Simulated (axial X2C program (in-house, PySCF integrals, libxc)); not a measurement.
# Run report: CoSi⁻, relativistic diatomic calculation

System: CoSi⁻, single determinant with Ω = 1 (not the lowest found). The distance is the PBE0 minimum at charge −1.
Method: expectation values, HF and Kohn-Sham, two-component X2C with atomic mean-field Coulomb and Gaunt terms, Co dyall-acv3z, Si dyall-av3z (cores contracted) (axial X2C program (in-house, PySCF integrals, libxc)).

Input file:
```
{"zs": [27, 14], "q": -1, "bas": ["dyall-acv3z", "dyall-av3z"], "r0": 2.27, "levels": ["PBE0", "HF", "B3LYP", "BHandHLYP", "PBE"], "nst": 3}
```

The line is the task of a batch: nuclear charges, charge, bases, the levels to run, a first guess of the distance and further settings. This report covers the levels named above. The log is that of the reference distance.

Launched within a batch (the task file carries these settings):
```bash
python <driver script> task.json out
```

The program's output:
```
two-component X2C + atomic mean field  PBE0
basis functions 186  fitting functions 992  grid points 5082
iter        total energy     max residual
   1      -1682.299364343     9.35e-01
   2      -1682.607267374     9.29e-03
   3      -1682.601137300     3.49e-02
   4      -1682.608033273     2.88e-03
   5      -1682.608201089     2.39e-03
   6      -1682.608274779     8.98e-04
   7      -1682.608282094     4.74e-05
   8      -1682.608282217     3.13e-05
   9      -1682.608282246     1.52e-05
  10      -1682.608282266     5.66e-06
  11      -1682.608282271     1.40e-06
  12      -1682.608282271     4.86e-07
converged
one-electron -2514.10056753  Coulomb 824.91893235  exact exchange -19.74187374  xc functional -60.94573799  nuclear repulsion 87.69354920  atomic mean-field constant -0.43258456
```

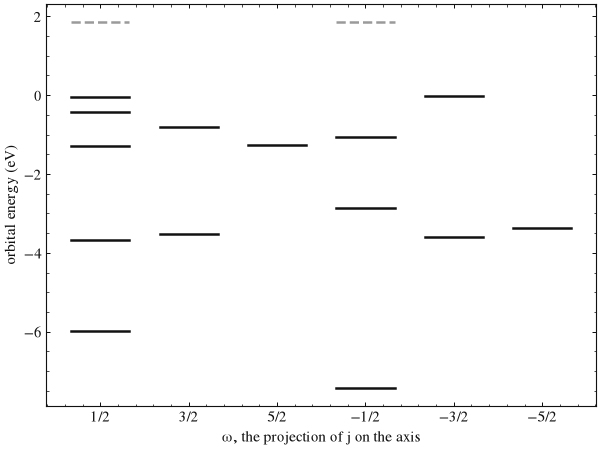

Figure 1. Orbital energies (PBE0) near the frontier at 2.28 Å, filled (solid) and empty (dashed). The highest filled spinor (−3/2; 73 % Si p, 17 % Co p) lies at −0.03 eV, the lowest empty one (1/2; 71 % Co p, 25 % Co s) at 1.85 eV.

What the run reported:

| quantity | value |
| --- | --- |
| outcome | HF not converged |
| hardware | 1 thread of Arm Neoverse V1, 24 GiB of memory available, shared host |
| wall time | 8.1 s |
| peak memory | 0.37 GiB |

What went wrong:

The SCF did not converge for HF; the log shown is that of a level that did.
